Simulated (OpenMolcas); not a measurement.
**Run report: Ag²⁺ complex, multiconfigurational calculation**

Ag²⁺ with 6 ligands (F; octahedron, 2.18 Å), neutralised by 6 outer point charges of +0.67 e, whose field is part of the energies. Computed at this level: state-averaged SS-CASPT2, IPEA shift 0.25, imaginary shift 0.1 hartree, closed shells 4s 4p of the metal and the valence shells of the ligands correlated, active space 9 electrons in the shell 4d, basis ANO-RCC-VTZP on the metal and ANO-RCC-VDZP on the ligands, DKH2 scalar Hamiltonian, spin-orbit coupling by RASSI with atomic mean-field integrals (OpenMolcas).

**The program's output (extracts)**
```
--- CASPT2 ---
Orbital specifications:
      -----------------------

      Symmetry species                           1   2
                                                ag  au
      Frozen orbitals                           11   9
      Inactive orbitals                         13  15
      Active orbitals                            5   0
      Secondary orbitals                        49  50
      Deleted orbitals                           0   0
      Number of basis functions                 78  74
Type of calculation                        SS-CASPT2
      Fock operator                              state-specific
      IPEA shift                                 0.25
      Real shift                                 0.00
      Imaginary shift                            0.10
      The input orbitals will be transformed to quasi-canonical
Reference energy:       -5910.1451719441
      E2 (Non-variational):      -1.8670005474
      Shift correction:          -0.0012644184
      E2 (Variational):          -1.8682649657
      Total energy:           -5912.0134369098
      Residual norm:              0.0000007942
      Reference weight:           0.69946
      Contributions to the CASPT2 correlation energy
      Active & Virtual Only:         -0.2265646329
      One Inactive Excited:          -0.2745572538
      Two Inactive Excited:          -1.3658786607
Reference energy:       -5910.1451719440
      E2 (Non-variational):      -1.8669669968
      Shift correction:          -0.0012635233
      E2 (Variational):          -1.8682305201
      Total energy:           -5912.0134024641
      Residual norm:              0.0000001650
      Reference weight:           0.69949
      Contributions to the CASPT2 correlation energy
      Active & Virtual Only:         -0.2265305597
      One Inactive Excited:          -0.2745590725
      Two Inactive Excited:          -1.3658773645
::    CASPT2 Root  1     Total energy:  -5912.01343691
::    CASPT2 Root  2     Total energy:  -5912.01340246
::    CASPT2 Root  3     Total energy:  -5911.96304728
::    CASPT2 Root  4     Total energy:  -5911.96299491
::    CASPT2 Root  5     Total energy:  -5911.96250266
```

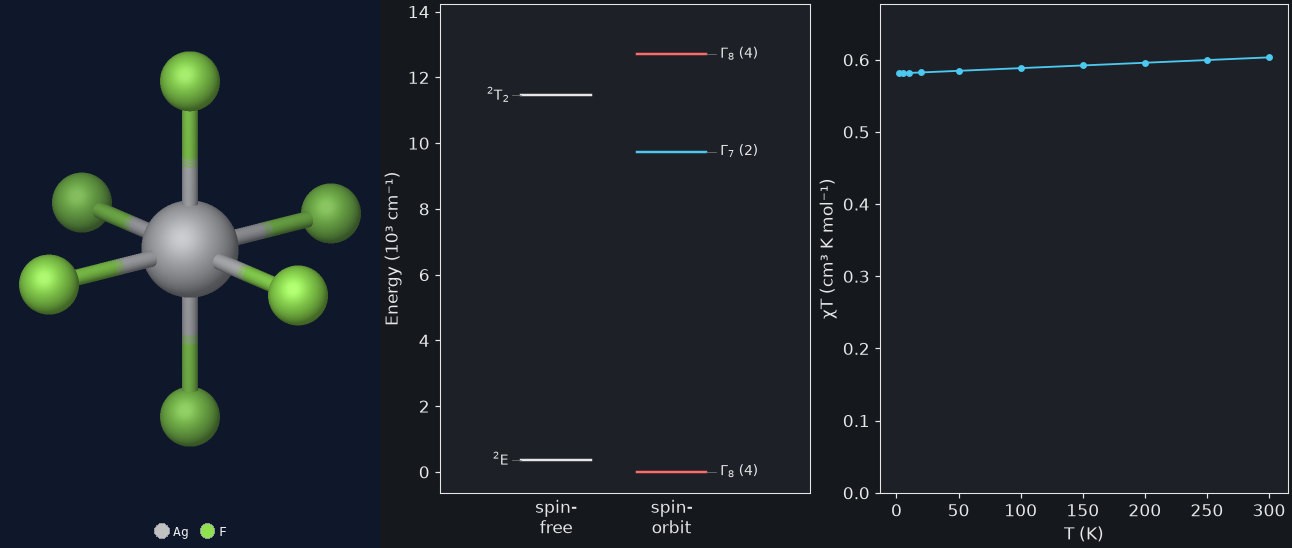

Figure 1. Ag²⁺ (4d⁹) with 6 ligands, F⁻, at 2.18 Å (arrangement: octahedron, Oh), neutralised by outer point charges of +0.67 e, and its levels and susceptibility. Labels give the representation in O, Td, D4 or D3 as the site allows (double group for half-integer spin) where it could be assigned and, in brackets, the degeneracy; spin-free states, where drawn, share the zero of the spin-orbit levels. Powder susceptibility by Van Vleck's formula. The ground level is Γ₈, 4-fold degenerate, 100 % from states of spin multiplicity 2. The next level lies at 9,740 cm⁻¹ (Γ₇). The lowest spin-free state is ²E, from the free-ion D term; of the same spin there follows at 11,100 cm⁻¹ (²T₂) above it. A ligand-field fit to the spin-free states gives |10Dq| = 11,100 cm⁻¹. χT is 0.581 cm³ K mol⁻¹ at 2 K and 0.603 at 300 K, an effective moment of 2.20 μB.

**The input**
```
&GATEWAY
Coord
7

Ag 0.0 0.0 0.0
F 2.180000 0.000000 0.000000
F 0.000000 2.180000 0.000000
F -2.180000 0.000000 0.000000
F 0.000000 -2.180000 0.000000
F 0.000000 0.000000 2.180000
F 0.000000 0.000000 -2.180000
Basis=Ag.ANO-RCC-VTZP,F.ANO-RCC-VDZP
Group=XYZ
NoMove
AngMom=0.0 0.0 0.0
AMFI
RICD
XField
3 Angstrom 0
5.380000 0.000000 0.000000 0.666667
0.000000 5.380000 0.000000 0.666667
0.000000 0.000000 5.380000 0.666667
&SEWARD
&RASSCF
FileOrb=start.orb
Symmetry=1
Spin=2
nActEl=9 0 0
Inactive=24 24
Ras2=5 0
CIRoot=5 5 1
SDav=5
CIMx=300
Iter=150 100
PrWF=0.3
OrbListing=Nothing
MaxOrb=0
LevShft=1.0
>>> COPY $Project.JobIph JOB001
&RASSI
NrOfJobIphs=1 5
1 2 3 4 5
IphNames
JOB001
EJob
SpinOrbit
DIPRint=1.0
SOCoupling=1000.0
Subsets=2
Property=9
'ANGMOM' 1 'ANGMOM' 2 'ANGMOM' 3 'MLTPL  1' 1 'MLTPL  1' 2 'MLTPL  1' 3
'AMFI' 1 'AMFI' 2 'AMFI' 3
SOProperty=3
'ANGMOM' 1 'ANGMOM' 2 'ANGMOM' 3
>>> COPY JOB001 $Project.JobIph
&CASPT2
Multistate=5 1 2 3 4 5
NoMult
Frozen=11 9
IPEA=0.25
Imaginary=0.1
MaxIter=60
WThr=0.0 0.3 0.05
PrWF=0.5
NoMix
```

The file start.orb holds starting orbitals from an earlier step. A driver script formed the levels outside the program, from RASSI's spin-orbit matrix and the CASPT2 energies (for multi-state variants, the effective Hamiltonian), averaged over the components of each term or state. The log and the time are those of the CASPT2 step.

Run as:
```bash
OMP_NUM_THREADS=1 MOLCAS_MEM=2457 MOLCAS_PROJECT=a pymolcas a.inp > a.log  # once for each step of the input, in one work folder
```

**Key numbers**

| quantity | value |
| --- | --- |
| outcome | converged |
| energy of the lowest spin-free term | −5912.01342 hartree |
| energy of the lowest spin-orbit level | −5912.01509 hartree |
| CASPT2 correlation energy | −1.8682 hartree |
| largest spread among components of a term | 119.5 cm⁻¹ |
| lowest reference weight | 0.699 |
| hardware | 1 thread of Arm Neoverse V2, 24 GiB of memory available, shared host |
| wall time | 15 s |
| peak memory | 0.4 GiB |

**Notes**

The components of ²T2, which symmetry makes degenerate, are split by 120 cm⁻¹ in CASPT2. This is an artefact; the levels of such states rest on averages and are uncertain by about as much. Caveats: orbital doublet at a regular site, Jahn-Teller distortion not allowed for; distances are set from ionic radii, not optimised.
